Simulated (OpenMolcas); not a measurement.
# Pr³⁺ complex: multiconfigurational calculation

- system: Pr³⁺ with 6 ligands (F; octahedron, 2.406 Å), embedded in Cs2NaYF6 by model potentials and point charges, whose field is part of the energies.
- method: state-averaged CASSCF, active space 2 electrons in the shell 4f, basis ANO-RCC-VDZP on the metal and ANO-RCC-VDZP on the ligands, DKH2 scalar Hamiltonian, spin-orbit coupling by RASSI with atomic mean-field integrals (OpenMolcas)

Input file:
```
&GATEWAY
Basis set
Pr.ANO-RCC-VDZP.
Pr1 0.0 0.0 0.0 Angstrom
End of basis
Basis set
F.ANO-RCC-VDZP.
L1 2.406000 0.000000 0.000000 Angstrom
L2 0.000000 2.406000 0.000000 Angstrom
L3 0.000000 0.000000 2.406000 Angstrom
End of basis
Basis set
Na.EMB-AIMP.Ruiperez.7s4p.1s1p.ECP.Cs2NaYF6.
PseudoCharge
* 3 symmetry-unique lattice sites within 7.6 angstrom
End of basis
Basis set
Cs.EMB-AIMP.Ruiperez.0s.0s.ECP.Cs2NaYF6.
PseudoCharge
* 16 symmetry-unique lattice sites within 7.6 angstrom
End of basis
Basis set
F.EMB-AIMP.Ruiperez.0s.0s.ECP.Cs2NaYF6.
PseudoCharge
* 27 symmetry-unique lattice sites within 7.6 angstrom
End of basis
Basis set
Y.EMB-AIMP.Ruiperez.0s.0s.ECP.Cs2NaYF6.
PseudoCharge
* 6 symmetry-unique lattice sites within 7.6 angstrom
End of basis
Symmetry
XYZ
AngMom=0.0 0.0 0.0
AMFI
RICD
XField
1537 Angstrom 0
* Evjen-weighted lattice charges
&SEWARD
&RASSCF
FileOrb=start.orb
Symmetry=1
Spin=3
nActEl=2 0 0
Inactive=30 27
Ras2=0 7
CIRoot=21 21 1
SDav=21
CIMx=300
Iter=150 100
PrWF=0.3
OrbListing=Nothing
MaxOrb=0
LevShft=1.0
>>> COPY $Project.JobIph JOB001
&RASSCF
FileOrb=start.orb
Symmetry=1
Spin=1
nActEl=2 0 0
Inactive=30 27
Ras2=0 7
CIRoot=28 28 1
SDav=28
CIMx=300
Iter=150 100
PrWF=0.3
OrbListing=Nothing
MaxOrb=0
CIOnly
LevShft=1.0
>>> COPY $Project.JobIph JOB002
&RASSI
NrOfJobIphs=2 21 27
1 2 3 4 5 6 7 8 9 10 11 12 13 14 15 16 17 18 19 20 21
1 2 3 4 5 6 7 8 9 10 11 12 13 14 15 16 17 18 19 20 21 22 23 24 25 26 27
IphNames
JOB001
JOB002
EJob
SpinOrbit
DIPRint=1.0
SOCoupling=1000.0
Subsets=2
Property=9
'ANGMOM' 1 'ANGMOM' 2 'ANGMOM' 3 'MLTPL  1' 1 'MLTPL  1' 2 'MLTPL  1' 3
'AMFI' 1 'AMFI' 2 'AMFI' 3
SOProperty=3
'ANGMOM' 1 'ANGMOM' 2 'ANGMOM' 3
```

The file start.orb holds starting orbitals from an earlier step. A driver script formed the levels outside the program, from RASSI's spin-orbit matrix and the active-space energies, averaged over the components of each term or state.

Hardware: 1 thread of Arm Neoverse V1, 24 GiB of memory available, shared host.

Run as:
```bash
OMP_NUM_THREADS=1 MOLCAS_MEM=2457 MOLCAS_PROJECT=a pymolcas a.inp > a.log  # once for each step of the input, in one work folder
```

Output (extracts):
```
--- SEWARD ---
Basis set label: PR.ANO-RCC...7S6P4D2F1G.

      Electronic valence basis set:
      ------------------
      Associated Effective Charge  59.000000 au
      Associated Actual Charge     59.000000 au
      Nuclear Model: Point charge

      Shell  nPrim  nBasis  Cartesian Spherical Contaminant
         s      25       7        X
         p      22       6        X
         d      15       4                 X
         f      11       2                 X
         g       4       1                 X
                  Relativistic Douglas-Kroll-Hess integrals:
                    - DKH order of Hamiltonian: 2
                    - DKH order of Properties : 0
                  Atomic mean-field integrals
--- RASSCF ---
Wave function specifications:
      -----------------------------

      Number of closed shell electrons         114
      Number of electrons in active shells       2
      Max number of holes in RAS1 space          0
      Max nr of electrons in RAS3 space          0
      Number of inactive orbitals               57
      Number of active orbitals                  7
      Number of secondary orbitals             112
      Spin quantum number                      1.0
      State symmetry                             1
Orbital specifications:
      -----------------------

      Symmetry species                           1   2
                                                ag  au
      Frozen orbitals                            0   0
      Inactive orbitals                         30  27
      Active orbitals                            0   7
      RAS1 orbitals                              0   0
      RAS2 orbitals                              0   7
      RAS3 orbitals                              0   0
      Secondary orbitals                        60  52
      Deleted orbitals                           0   0
      Number of basis functions                 90  86
      Number of CSFs                            21
      Number of root(s) required                21
      Iter CI   SX   CI       RASSCF       Energy    max ROT     max BLB   max BLB  Level Ln srch  Step   QN
          iter iter root      energy       change     param      element    value   shift minimum  type update
 Nr of preliminary CI iterations:   1
      Total energies have been shifted. Add                -9000.00 au
        1   1    9    0  -827.54356749    0.00E+00  -6.27E-02   26  68 2 -3.22E-01*  0.68   0.00    SX    NO
        2   1    9    0  -828.29346914   -7.50E-01*  4.29E-02   30  33 1  1.27E-01*  0.61   0.00    SX    NO
        3   1    9    0  -828.35887558   -6.54E-02*  2.03E-02   30  33 1  6.16E-02*  0.66   0.00    SX    NO
        4   1    8    0  -828.37157176   -1.27E-02*  1.15E-02   30  33 1  3.53E-02*  0.67   0.00    SX    NO
        5   1    8    0  -828.37490909   -3.34E-03* -1.20E-02   30  33 1  1.93E-02*  0.68   2.11    LS   YES
        6   1    8    0  -828.37619296   -1.28E-03*  1.51E-03   12  44 2 -4.11E-03*  0.69   1.06    QN   YES
        7   1    7    0  -828.37630131   -1.08E-04*  7.80E-04   12  44 2 -1.55E-03*  0.69   1.34    QN   YES
        8   1    6    0  -828.37632204   -2.07E-05*  1.53E-04   19  31 1  3.36E-04*  0.69   1.13    QN   YES
        9   1    6    0  -828.37632369   -1.65E-06* -8.94E-05   25  32 1  2.05E-04*  0.69   1.58    LS   YES
       10   1    6    0  -828.37632396   -2.71E-07*  6.18E-05   12  44 2  2.43E-04*  0.69   1.03    QN   YES
       11   1    6    0  -828.37632425   -2.97E-07* -3.46E-05   12  44 2  8.48E-05   0.69   1.56    LS   YES
       12   1    6    0  -828.37632430   -4.46E-08*  3.02E-05   27  83 2 -5.14E-05   0.69   0.99    QN   YES
       13   1    5    0  -828.37632432   -1.83E-08* -1.40E-05   27  83 2 -1.96E-05   0.69   1.45    QN   YES
       14   1    4    0  -828.37632432   -5.84E-09  -2.94E-06   12  31 2 -4.13E-06   0.69   1.04    QN   YES
      Convergence after 14 iterations
       15   1    4    0  -828.37632432    1.00E-10  -2.94E-06   27  83 2  2.15E-06   0.69   1.04    QN   YES
      Natural orbitals and occupation numbers for root  1
      sym 2:   0.632193   0.320711   0.047096  -0.000000   0.320711   0.632193   0.047096
      Natural orbitals and occupation numbers for root  2
      sym 2:  -0.000000   0.617320   0.033799   0.617320   0.033799   0.348881   0.348881
      Natural orbitals and occupation numbers for root  3
      sym 2:   0.032837   0.351104   0.616060   0.000000   0.616060   0.032837   0.351104
::    RASSCF root number  1 Total energy:  -9828.40576104
::    RASSCF root number  2 Total energy:  -9828.40576104
::    RASSCF root number  3 Total energy:  -9828.40576104
::    RASSCF root number  4 Total energy:  -9828.40323521
::    RASSCF root number  5 Total energy:  -9828.40323521
::    RASSCF root number  6 Total energy:  -9828.40323521
::    RASSCF root number  7 Total energy:  -9828.40225313
::    RASSCF root number  8 Total energy:  -9828.40225313
::    RASSCF root number  9 Total energy:  -9828.40184699
::    RASSCF root number 10 Total energy:  -9828.40184699
::    RASSCF root number 11 Total energy:  -9828.40184699
::    RASSCF root number 12 Total energy:  -9828.37722089
::    RASSCF root number 13 Total energy:  -9828.37722089
::    RASSCF root number 14 Total energy:  -9828.37722089
::    RASSCF root number 15 Total energy:  -9828.37567682
::    RASSCF root number 16 Total energy:  -9828.37567682
::    RASSCF root number 17 Total energy:  -9828.37567682
::    RASSCF root number 18 Total energy:  -9828.37457423
::    RASSCF root number 19 Total energy:  -9828.27750248
::    RASSCF root number 20 Total energy:  -9828.27750248
::    RASSCF root number 21 Total energy:  -9828.27750248
--- RASSCF ---
Wave function specifications:
      -----------------------------

      Number of closed shell electrons         114
      Number of electrons in active shells       2
      Max number of holes in RAS1 space          0
      Max nr of electrons in RAS3 space          0
      Number of inactive orbitals               57
      Number of active orbitals                  7
      Number of secondary orbitals             112
      Spin quantum number                      0.0
      State symmetry                             1
Orbital specifications:
      -----------------------

      Symmetry species                           1   2
                                                ag  au
      Frozen orbitals                            0   0
      Inactive orbitals                         30  27
      Active orbitals                            0   7
      RAS1 orbitals                              0   0
      RAS2 orbitals                              0   7
      RAS3 orbitals                              0   0
      Secondary orbitals                        60  52
      Deleted orbitals                           0   0
      Number of basis functions                 90  86
      Number of CSFs                            28
      Number of root(s) required                28
      Iter CI   SX   CI       RASSCF       Energy    max ROT     max BLB   max BLB  Level Ln srch  Step   QN
          iter iter root      energy       change     param      element    value   shift minimum  type update
 Nr of preliminary CI iterations:   1
        1   1    0    0 -9828.31301215    0.00E+00   0.00E+00   32  39 2 -5.00E-03*  0.00   0.00    SX    NO
      Natural orbitals and occupation numbers for root  1
      sym 2:   0.058970   1.094892   0.338042   0.054150   0.298848   0.000000   0.155099
      Natural orbitals and occupation numbers for root  2
      sym 2:   0.855813  -0.000000   0.119539   0.044570   0.816783   0.038773   0.124523
      Natural orbitals and occupation numbers for root  3
      sym 2:   0.493172   0.493172   0.252588  -0.000000   0.252588   0.254239   0.254239
::    RASSCF root number  1 Total energy:  -9828.37420972
::    RASSCF root number  2 Total energy:  -9828.37420972
::    RASSCF root number  3 Total energy:  -9828.37359740
::    RASSCF root number  4 Total energy:  -9828.37359740
::    RASSCF root number  5 Total energy:  -9828.37359740
::    RASSCF root number  6 Total energy:  -9828.37290504
::    RASSCF root number  7 Total energy:  -9828.37081000
::    RASSCF root number  8 Total energy:  -9828.37081000
::    RASSCF root number  9 Total energy:  -9828.37081000
::    RASSCF root number 10 Total energy:  -9828.31008606
::    RASSCF root number 11 Total energy:  -9828.31008606
::    RASSCF root number 12 Total energy:  -9828.31008606
::    RASSCF root number 13 Total energy:  -9828.30618652
::    RASSCF root number 14 Total energy:  -9828.30618652
::    RASSCF root number 15 Total energy:  -9828.29078030
::    RASSCF root number 16 Total energy:  -9828.29017259
::    RASSCF root number 17 Total energy:  -9828.29017259
::    RASSCF root number 18 Total energy:  -9828.29017259
::    RASSCF root number 19 Total energy:  -9828.28940269
::    RASSCF root number 20 Total energy:  -9828.28940269
::    RASSCF root number 21 Total energy:  -9828.28940269
::    RASSCF root number 22 Total energy:  -9828.28721087
::    RASSCF root number 23 Total energy:  -9828.28572537
::    RASSCF root number 24 Total energy:  -9828.28572537
::    RASSCF root number 25 Total energy:  -9828.28572537
::    RASSCF root number 26 Total energy:  -9828.28516042
::    RASSCF root number 27 Total energy:  -9828.28516042
::    RASSCF root number 28 Total energy:  -9828.12294787
--- RASSI ---
SPIN-FREE ENERGIES:
  (Shifted by EMIN (a.u.) =      -9828.4057610387)

 SF State       Relative EMIN(au)   Rel lowest level(eV)    D:o, cm**(-1)

     1             0.0000000000        0.0000000000              0.0000
     2             0.0000000000        0.0000000000              0.0000
     3             0.0000000000        0.0000000000              0.0000
     4             0.0025258328        0.0687314111            554.3562
     5             0.0025258328        0.0687314111            554.3562
     6             0.0025258328        0.0687314111            554.3562
     7             0.0035079096        0.0954550828            769.8972
     8             0.0035079096        0.0954550828            769.8972
     9             0.0039140445        0.1065065761            859.0335
    10             0.0039140445        0.1065065761            859.0335
    11             0.0039140445        0.1065065761            859.0335
    12             0.0285401453        0.7766169169           6263.8379
    13             0.0285401453        0.7766169169           6263.8379
    14             0.0285401453        0.7766169169           6263.8379
    15             0.0300842228        0.8186334065           6602.7237
    16             0.0300842228        0.8186334065           6602.7237
    17             0.0300842228        0.8186334065           6602.7237
    18             0.0311868097        0.8486363246           6844.7136
    22             0.0315513045        0.8585547345           6924.7109
    23             0.0315513045        0.8585547345           6924.7109
    24             0.0321636253        0.8752168314           7059.0998
    25             0.0321636253        0.8752168314           7059.0998
    26             0.0321636253        0.8752168314           7059.0998
    27             0.0328559786        0.8940567248           7211.0538
    28             0.0349510271        0.9510658968           7670.8638
    29             0.0349510271        0.9510658968           7670.8638
    30             0.0349510271        0.9510658968           7670.8638
    31             0.0956749621        2.6034483471          20998.2270
    32             0.0956749621        2.6034483471          20998.2270
    33             0.0956749621        2.6034483471          20998.2270
    34             0.0995745059        2.7095603393          21854.0780
    35             0.0995745059        2.7095603393          21854.0780
    36             0.1149807238        3.1287848867          25235.3520
    37             0.1155884325        3.1453214830          25368.7286
    38             0.1155884325        3.1453214830          25368.7286
    39             0.1155884325        3.1453214830          25368.7286
    40             0.1163583373        3.1662716594          25537.7032
    41             0.1163583373        3.1662716594          25537.7032
    42             0.1163583373        3.1662716594          25537.7032
    43             0.1185501508        3.2259139425          26018.7506
Eigenvalues of complex Hamiltonian:
   -----------------------------------
  (Shifted by EMIN (a.u.) =      -9828.4057610387)

 SO State       Relative EMIN(au)   Rel lowest level(eV)    D:o, cm**(-1)

     1            -0.0119791837        0.0000000000              0.0000
     2            -0.0105791463        0.0380969593            307.2727
     3            -0.0105791463        0.0380969589            307.2727
     4            -0.0105791463        0.0380969587            307.2727
     5            -0.0094709111        0.0682535761            550.5022
     6            -0.0094709110        0.0682535770            550.5022
     7            -0.0083123704        0.0997790732            804.7725
     8            -0.0083123704        0.0997790730            804.7725
     9            -0.0083123704        0.0997790731            804.7725
    10            -0.0005324826        0.3114806066           2512.2605
    11            -0.0005324826        0.3114806060           2512.2605
    12            -0.0005324826        0.3114806063           2512.2605
    13             0.0001040274        0.3288009256           2651.9583
    14             0.0001040274        0.3288009263           2651.9583
    15             0.0001040274        0.3288009258           2651.9583
    16             0.0011195363        0.3564343293           2874.8367
    17             0.0011195363        0.3564343298           2874.8367
    18             0.0017159447        0.3726634284           3005.7333
    19             0.0017159447        0.3726634287           3005.7333
    20             0.0017159447        0.3726634286           3005.7333
    21             0.0097799203        0.5920953843           4775.5713
    22             0.0097799203        0.5920953849           4775.5713
    23             0.0100328130        0.5989769464           4831.0749
    24             0.0100328130        0.5989769458           4831.0749
    25             0.0100328130        0.5989769461           4831.0749
    26             0.0114468351        0.6374544471           5141.4169
    27             0.0121373597        0.6562445777           5292.9695
    28             0.0121373597        0.6562445776           5292.9695
    29             0.0121373597        0.6562445778           5292.9695
    30             0.0125003759        0.6661227531           5372.6423
    31             0.0125003759        0.6661227529           5372.6423
    32             0.0125003759        0.6661227528           5372.6423
    33             0.0127386934        0.6726077024           5424.9470
    34             0.0207766648        0.8913320458           7189.0778
    35             0.0207766648        0.8913320464           7189.0778
    36             0.0213790663        0.9077242267           7321.2896
    37             0.0213790663        0.9077242261           7321.2896
    38             0.0213790663        0.9077242263           7321.2896
    39             0.0268447808        1.0564538947           8520.8753
    40             0.0268447808        1.0564538947           8520.8753
    41             0.0268447808        1.0564538949           8520.8753
Weights of the five most important spin-orbit-free states for each spin-orbit state.

 SO State  Total energy (au)           Spin-free states, spin, and weights
 -------------------------------------------------------------------------------------------------------
    1        -0.011979       2 1.0  0.3256    3 1.0  0.3256    1 1.0  0.3256   27 0.0  0.0225   14 1.0  0.0002
    2        -0.010579       1 1.0  0.2612    3 1.0  0.2376    6 1.0  0.1685    5 1.0  0.1627    8 1.0  0.0866
    3        -0.010579       2 1.0  0.2617    3 1.0  0.2582    4 1.0  0.1633    7 1.0  0.1067    6 1.0  0.0897
    4        -0.010579       1 1.0  0.2588    2 1.0  0.2371    4 1.0  0.1678    5 1.0  0.0904    6 1.0  0.0813
    5        -0.009471       4 1.0  0.3138    6 1.0  0.1886   10 1.0  0.1639    5 1.0  0.0822    3 1.0  0.0819
    6        -0.009471       5 1.0  0.3075    6 1.0  0.2011   11 1.0  0.1351    9 1.0  0.1125    4 1.0  0.0759
    7        -0.008312       8 1.0  0.3894   10 1.0  0.2737   11 1.0  0.2730   30 0.0  0.0235    3 1.0  0.0181
    8        -0.008312       7 1.0  0.2820    9 1.0  0.2736   11 1.0  0.2714    8 1.0  0.1084   28 0.0  0.0235
    9        -0.008312       7 1.0  0.3026    9 1.0  0.2731   10 1.0  0.2712    8 1.0  0.0877   29 0.0  0.0235
   10        -0.000532       2 1.0  0.2267    4 1.0  0.2161    3 1.0  0.2158    5 1.0  0.1906    7 1.0  0.0887
   11        -0.000532       1 1.0  0.2301    6 1.0  0.2212    3 1.0  0.2171    5 1.0  0.2081    8 1.0  0.0702
   12        -0.000532       2 1.0  0.2204    4 1.0  0.2132    1 1.0  0.2125    6 1.0  0.1856    8 1.0  0.0637
```

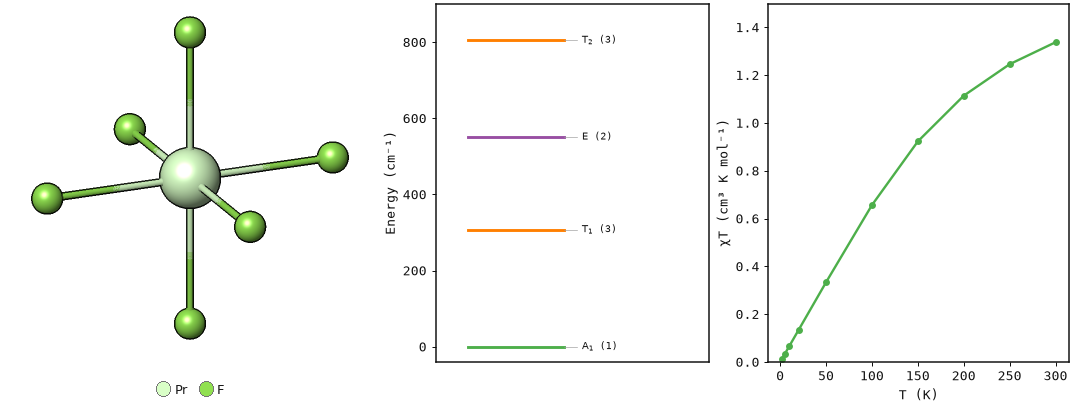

Figure 1. Pr³⁺ (4f²) as a dopant in Cs₂NaYF₆, a cluster with its 6 nearest F⁻ at 2.406 Å (octahedron) embedded in model potentials and point charges; the geometry was set, not optimised, and its levels and susceptibility. Labels give the representation in O, Td, D4 or D3 as the site allows (double group for half-integer spin) where it could be assigned and, in brackets, the degeneracy; spin-free states, where drawn, share the zero of the spin-orbit levels. Powder susceptibility by Van Vleck's formula. The ground level is A₁, non-degenerate, 98 % from states of spin multiplicity 3 (of the 28 states of multiplicity 1, 27 enter the spin-orbit step), effective J = 4.00, with |mJ| = 0 the largest share (58 %). The next level lies at 307 cm⁻¹ (T₁). The lowest J multiplet spreads over 805 cm⁻¹. χT is 0.0133 cm³ K mol⁻¹ at 2 K and 1.34 at 300 K, an effective moment of 3.27 μB. The active orbitals hold 99 to 100 % metal character (Löwdin), and the Mulliken charge of the metal is +2.43.

Key numbers:

- outcome: converged
- energy of the lowest spin-free term: −9828.40576 hartree
- energy of the lowest spin-orbit level: −9828.41774 hartree
- largest spread among components of a term: 0.0 cm⁻¹
- wall time: 31 s
- peak memory: 0.6 GiB

Remarks:

Without dynamic correlation the splittings between terms come out too large, often by 20 to 50 %. Caveats: the geometry is set by hand, with no relaxation.
